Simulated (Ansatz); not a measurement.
**BCl2FHSi (charge +1): density, localisation and related maps**

The calculation's input:

```
crystal:
  periodic: [false, false, false]
  atoms:
    - symbol: B
      position_ang: [0.079910, -1.149648, -1.323557]
    - symbol: Cl
      position_ang: [1.363391, -1.587212, -0.145419]
    - symbol: Cl
      position_ang: [1.625589, 1.615693, 1.246342]
    - symbol: F
      position_ang: [-0.727901, -0.213776, -0.897015]
    - symbol: Si
      position_ang: [0.444114, 0.072954, 1.733781]
    - symbol: H
      position_ang: [0.021818, -1.698081, -2.380943]
basis:
  gaussian:
    orbitals: def2-TZVPD
hamiltonian:
  xc: {name: PBE0}
total_charge: 1
output: {forces: true, orbitals: {seedname: orbitals}}
```

Run with:

```sh
ansatz run input.yaml --threads 1 --pin off --max-ram 2610MiB --events-out events.jsonl --progress --plain --runs-dir runs
```

Geometry: PBE0-D3(BJ)/def2-SVP.

Method: isolated molecule in a Gaussian basis; Kohn-Sham density functional theory, functional PBE0 in Ansatz 0.2.0.

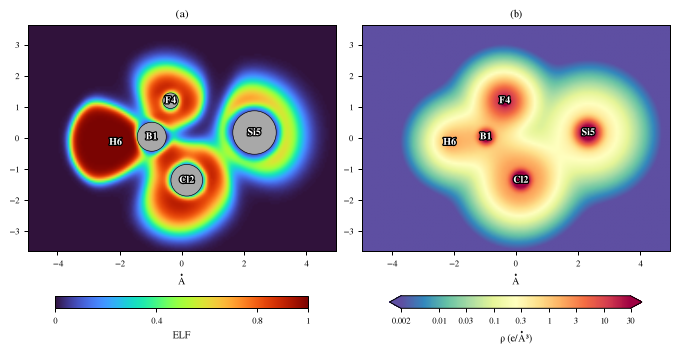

Figure 1. (a) ELF; (b) total electron density on the plane of atoms F4, B1 and H6. Grey discs cover the atomic cores in the ELF map.

> Read the bonding off the picture.

- Atoms in the plane: B, Cl, F, Si and H.
- B–F (1.31 Å): ρ at the midpoint is about 2.3 e/Å³; the ELF peaks at about 0.85 between the atoms (a polar covalent bond).
- B–Cl (1.80 Å): the density is about 1.3 e/Å³ at the midpoint; the ELF peaks at about 0.90 between the atoms, as expected for a polar covalent bond.
- B–H (1.19 Å): ρ is about 1.4 e/Å³ halfway; the ELF climbs to about 1 towards the hydrogen, as it does in any bond to H (an ordinary covalent bond to hydrogen).
- The ELF also peaks beside Cl2 and F4, away from the bonds: lone-pair regions.

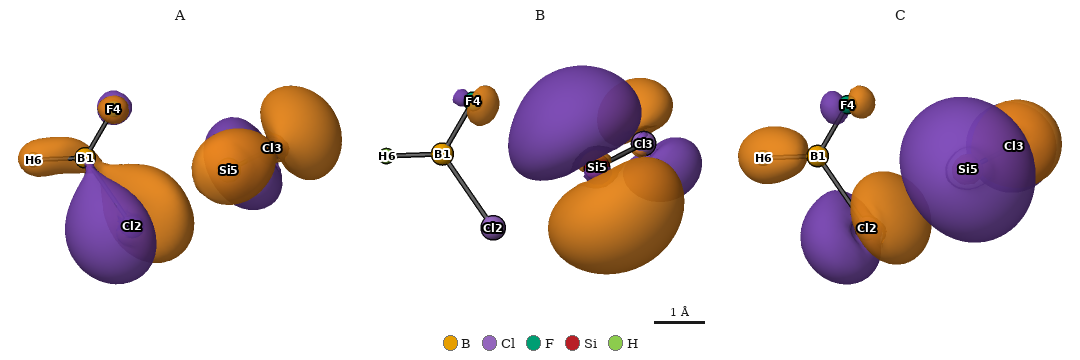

Figure 2. Three frontier orbitals at ±0.1 Å⁻³ᐟ² (orange and purple are the two phases), in no order.

> Order the three orbitals by energy and name them.

A is the HOMO−1 (−15.23 eV). Its weight (Hirshfeld) is mainly on Cl3 (about 40 %), Cl2 (about 40 %) and Si5 (about 10 %); largely a combination of lone pairs on Cl3 and Cl2. C is the HOMO (−14.10 eV). It lies mainly on Si5 (about 45 %), Cl2 (about 25 %) and Cl3 (about 20 %). B is the LUMO (−8.50 eV). Its weight (Hirshfeld) is mainly on Si5 (about 80 %) and Cl3 (about 15 %).

> What is the HOMO–LUMO gap?

5.60 eV between the orbital energies.

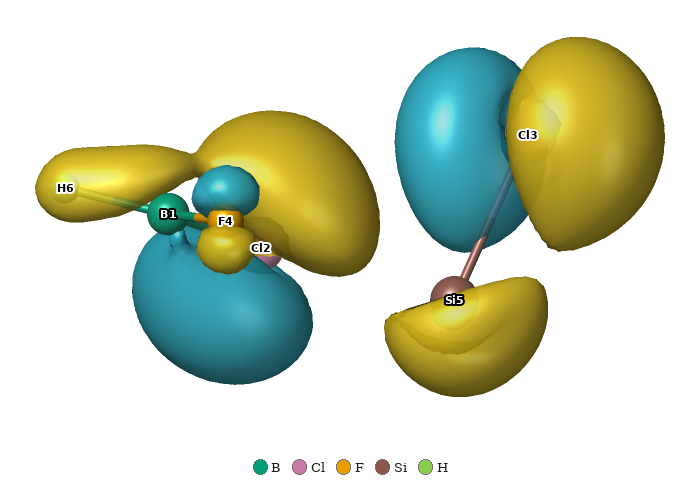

Figure 3. The HOMO−1 at ±0.1 Å⁻³ᐟ² (yellow and cyan are the two phases), seen from one side.

> Where does this orbital lie, and at what energy?

By Hirshfeld shares it lies mainly on Cl3 (about 40 %), Cl2 (about 40 %) and Si5 (about 10 %); largely a combination of lone pairs on Cl3 and Cl2. Its energy is −15.23 eV.
